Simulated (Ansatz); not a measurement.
# A computed series for PtTe2: pressure series

Start from PtTe$_{2}$ (space group P-3m1, No. 164; layered).

```
PtTe2
1.0
    4.05233     0.00000     0.00000
   -2.02616     3.50942     0.00000
    0.00000     0.00000     5.09641
Te Pt
2 1
Direct
  0.33333   0.66667   0.26693
  0.66667   0.33333   0.73307
  0.00000   0.00000   0.00000
```

Cell and atoms are relaxed at each pressure.

The values are results of Ansatz (an electronic-structure program) PBE-D3(BJ), without spin-orbit coupling, not measurements.

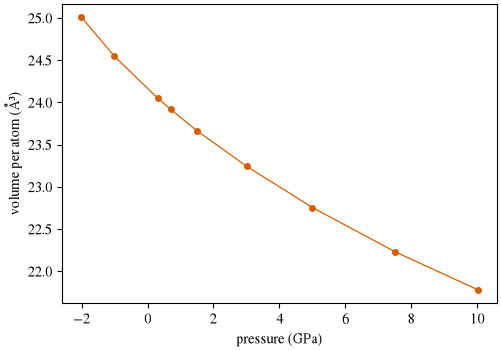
Volume against pressure

**Question.** Estimate the zero-pressure bulk modulus from the plot.

**Answer.** About 67 GPa; a third-order Birch–Murnaghan fit to the points gives V₀ = 24.17 Å³/atom, B₀ = 67 GPa and B₀′ = 7.2.

Load acts through the strain it causes; cell and atoms are relaxed under it. Stability against distortions was not tested. Competing high-pressure phases were not computed. All final runs are without spin polarisation.
